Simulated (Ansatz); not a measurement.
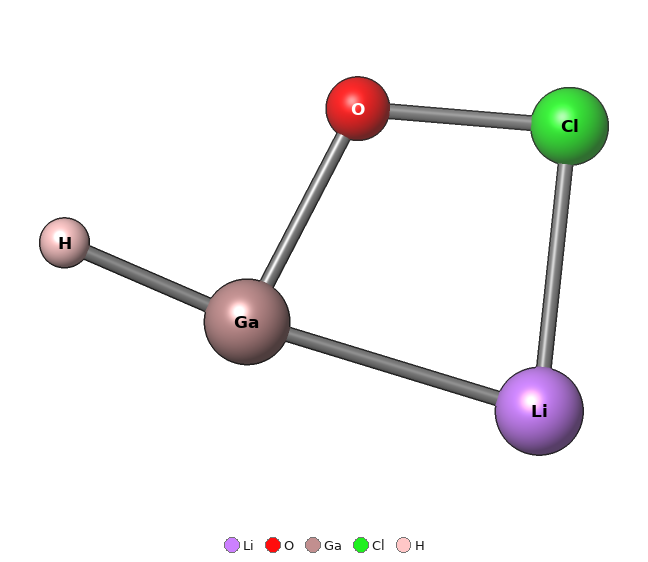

All atoms lie in one plane, which faces the viewer. Computed geometry: PBE-D4/def2-SVP optimisation. No frequency run is at hand to confirm it as a minimum.

Q: Which symmetry elements does this geometry have?

A: It has 1 mirror plane, so the point group is Cs. The group has 2 operations. The geometry is achiral, and symmetry allows a dipole moment.
